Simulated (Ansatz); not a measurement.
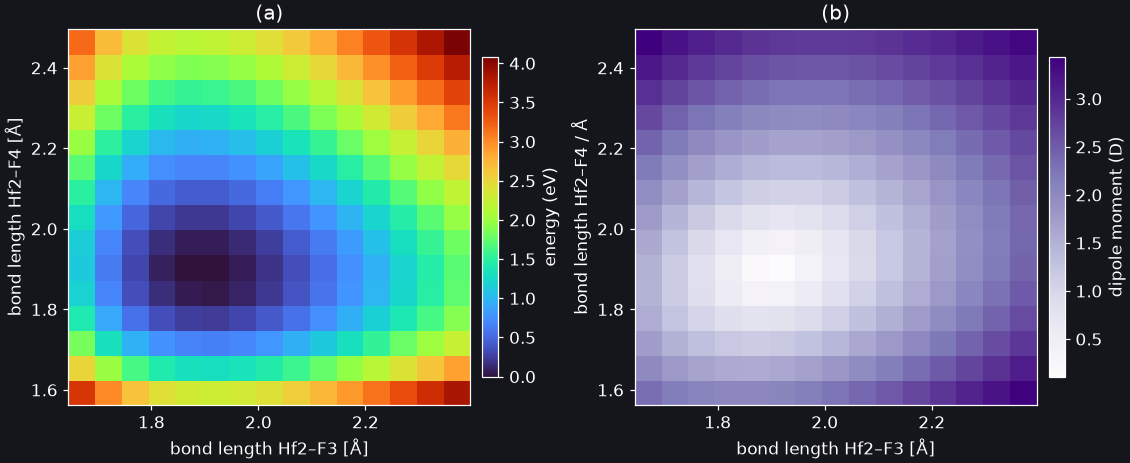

BrF3Hf, SMILES [F][Hf]([F])([F])[Br]. 
- The first coordinate is: bond length Hf2–F3; the second: bond length Hf2–F4.
- Nothing is relaxed (all other coordinates rigid).
- The grid has 15 × 15 points.
- Points are written as (first, second).
- Energies: eV, counted from the lowest grid point.
- These are results of Ansatz 0.2.0, RKS CAM-B3LYP-D4/def2-SVP, not measurements.

Panel (a) is the energy and panel (b) the computed dipole moment on the same grid.

Drawn: one coloured cell a grid point.

**How does the dipole moment vary over the map, and what is it at the lowest grid point?**

Leaving out the highest fifth of the energies, it runs from 0.11 D at (1.920 Å, 1.905 Å) to 2.99 D at (1.720 Å, 2.404 Å). At the lowest grid point, (1.920 Å, 1.905 Å), it is 0.11 D.

```tsv
bond length Hf2–F4 ↓, bond length Hf2–F3 →	1.670	1.720	1.770	1.820	1.870	1.920	1.970	2.020	2.071	2.121	2.171	2.221	2.271	2.321	2.371
2.466	3.44	3.25	3.10	2.98	2.90	2.84	2.81	2.81	2.84	2.89	2.96	3.04	3.14	3.25	3.37
2.404	3.19	2.99	2.83	2.71	2.62	2.56	2.54	2.55	2.58	2.64	2.72	2.82	2.93	3.05	3.19
2.342	2.93	2.73	2.56	2.43	2.33	2.28	2.26	2.27	2.32	2.40	2.49	2.60	2.73	2.87	3.01
2.279	2.68	2.46	2.28	2.14	2.04	1.98	1.97	1.99	2.06	2.14	2.26	2.39	2.53	2.68	2.84
2.217	2.43	2.20	2.00	1.84	1.74	1.68	1.67	1.71	1.79	1.90	2.04	2.19	2.35	2.52	2.69
2.155	2.19	1.94	1.72	1.55	1.43	1.37	1.37	1.43	1.54	1.67	1.83	2.01	2.19	2.38	2.57
2.092	1.97	1.68	1.44	1.24	1.11	1.05	1.07	1.15	1.29	1.46	1.65	1.85	2.06	2.26	2.47
2.030	1.76	1.46	1.18	0.95	0.78	0.72	0.77	0.90	1.09	1.30	1.52	1.74	1.97	2.19	2.41
1.968	1.60	1.27	0.96	0.68	0.46	0.38	0.50	0.71	0.96	1.21	1.45	1.69	1.93	2.16	2.39
1.905	1.50	1.15	0.82	0.50	0.20	0.11	0.39	0.67	0.94	1.21	1.46	1.71	1.96	2.19	2.43
1.843	1.48	1.15	0.84	0.57	0.38	0.39	0.57	0.81	1.07	1.32	1.56	1.81	2.05	2.28	2.51
1.781	1.56	1.26	1.01	0.83	0.74	0.77	0.90	1.08	1.30	1.52	1.75	1.98	2.21	2.43	2.66
1.718	1.73	1.49	1.31	1.19	1.15	1.19	1.29	1.43	1.61	1.81	2.01	2.22	2.43	2.65	2.86
1.656	1.99	1.80	1.67	1.59	1.57	1.61	1.70	1.83	1.98	2.15	2.33	2.52	2.72	2.91	3.11
1.594	2.32	2.17	2.08	2.03	2.03	2.07	2.15	2.25	2.39	2.54	2.70	2.87	3.05	3.23	3.42
```
